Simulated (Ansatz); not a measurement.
Si5H2: single-point calculation

The run: single-point calculation of Si5H2. Method and program: RKS PBE0-D4/def2-TZVP (Ansatz 0.2.0).

The geometry comes from this level: B3LYP-D4/def2-SVP.

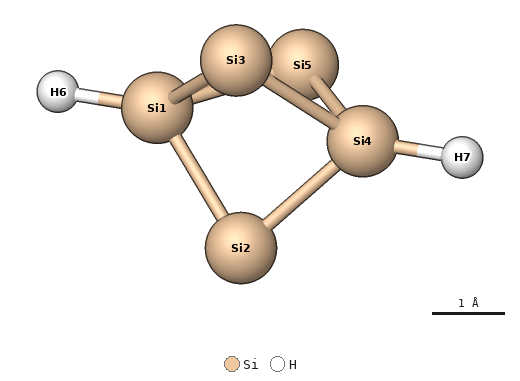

**Figure 1.** The structure (ball-and-stick view, seen at a tilt; atoms are numbered from 1 in the order of the input). Bond lengths as drawn: H–Si 1.48 Å and Si–Si 2.33 Å.

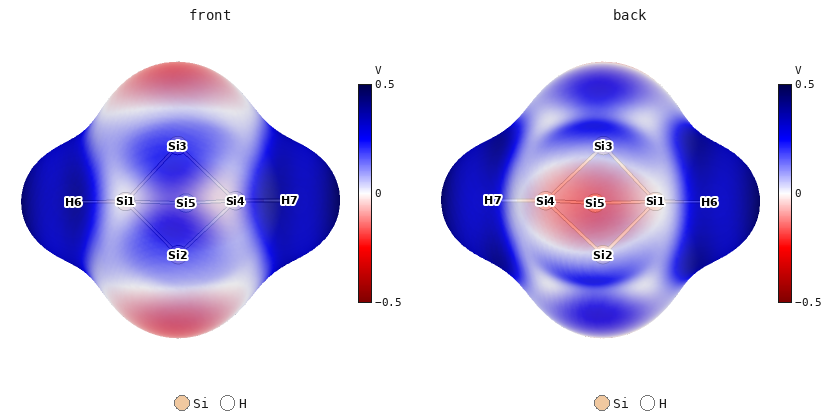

**Figure 2.** The electrostatic potential painted on the density surface at 0.001 e/bohr³, seen face on and from behind; red is negative and blue positive.

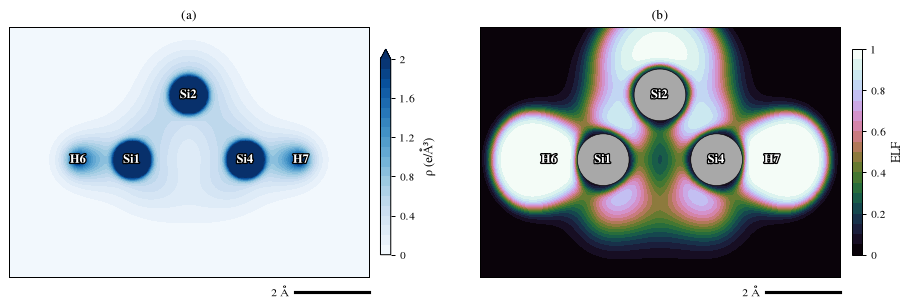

**Figure 3.** (a) total electron density; (b) ELF on the plane of atoms Si1, Si2 and Si4. Grey discs, where drawn, cover atomic cores. Atoms in the plane: Si and H.

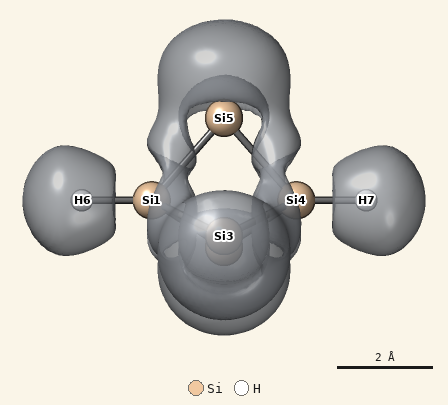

**Figure 4.** Isosurface of the electron localisation function at 0.75 (grey), seen from the side. Core shells and regions of very low density are left out. Values along the shortest contacts: Si–H (1.48 Å): the ELF climbs to about 1 towards the hydrogen.

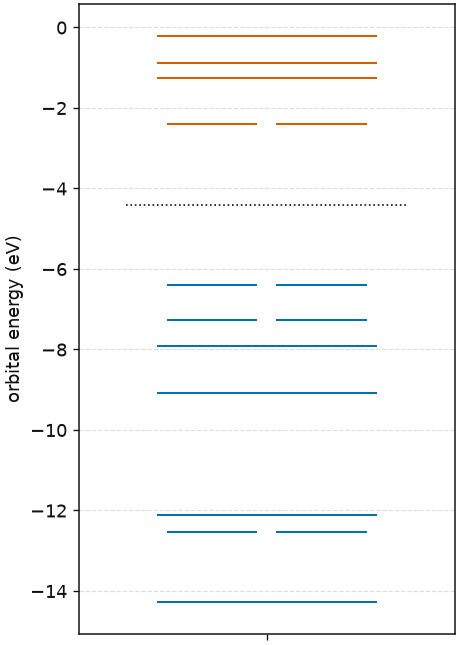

**Figure 5.** Orbital energies near the frontier; the dotted line parts filled from empty levels, and levels within 0.02 eV of each other stand side by side. Highest filled −6.39 eV, lowest empty −2.41 eV, 3.98 eV apart.

These pictures come from the run below.

## The input
```yaml
crystal:
  periodic: [false, false, false]
  atoms:
    - {symbol: Si, position_ang: [0.561117, -0.104973, -1.422143]}
    - {symbol: Si, position_ang: [0.667805, -1.574252, 0.379671]}
    - {symbol: Si, position_ang: [-1.621667, 0.130028, -0.649394]}
    - {symbol: Si, position_ang: [-0.561120, 0.104965, 1.422140]}
    - {symbol: Si, position_ang: [0.953846, 1.444233, 0.269710]}
    - {symbol: H, position_ang: [1.103609, -0.206561, -2.797788]}
    - {symbol: H, position_ang: [-1.103589, 0.206560, 2.797794]}
basis:
  gaussian: {orbitals: def2-TZVP, initial_orbitals: start.molden}
hamiltonian: {xc: pbe0, dispersion: d4}
scf: {omitted_lower_state_checks: [starts]}
output: {orbitals: {seedname: orbitals}}
```

Command:
```bash
ansatz run in.yaml --threads 4 --pin off --events-out ev --progress --plain --max-ram 3916MiB
```

## What the program printed
```
Functional definition: PBE0
  name "PBE0"
  cite "Adamo & Barone, J. Chem. Phys. 110, 6158 (1999) doi:10.1063/1.478522"
  cite "Perdew, Burke & Ernzerhof, Phys. Rev. Lett. 77, 3865 (1996) doi:10.1103/PhysRevLett.77.3865"
  parent pbe
  parameter a = 0.25
  parameter kappa = 0.804
  parameter beta = 0.06672455060314922
  exchange = (1 - a)*pbe_x(kappa = kappa, mu = beta*pi^2/3) + a*exact_x
  correlation = pbe_c(beta = beta)
these checks for a lower state are left out or cut short: starts
1428 factors; their error is unknown
mean field evaluation 1: about -39401.0516 eV, gradient 1.4e2 eV
mean field evaluation 2: about -39403.4723 eV, gradient 3.1e0 eV
mean field evaluation 4: about -39403.6683 eV, gradient 1.6e-1 eV
mean field -39403.66831691 eV, -1448.0581018809 hartree, gradient 5.5e-5 eV, S^2 0.000000; 0 other end points of the search recorded, 0 dependent functions left out
reference -39403.66834896 eV, -1448.0581030586 hartree; 36, 36 occupied and 161, 161 virtual orbitals, 1428 factors
Total energy: -39404.04141249 eV, -1448.0718128904 hartree
Checks for a lower state left out: starts
```

## Key numbers

- outcome: converged
- total energy: −39404.0414 eV
- mean-field energy: −39403.6683 eV
- dispersion energy: −0.3731 eV
- SCF solution under orbital rotations: stable
- HOMO: −6.39 eV
- LUMO: −2.41 eV
- hardware: 4 threads of Arm Neoverse V2, 23 GiB of memory available, shared host
- wall time: 2.6 s (CPU time 9.7 s)
- peak memory: 0.59 GiB
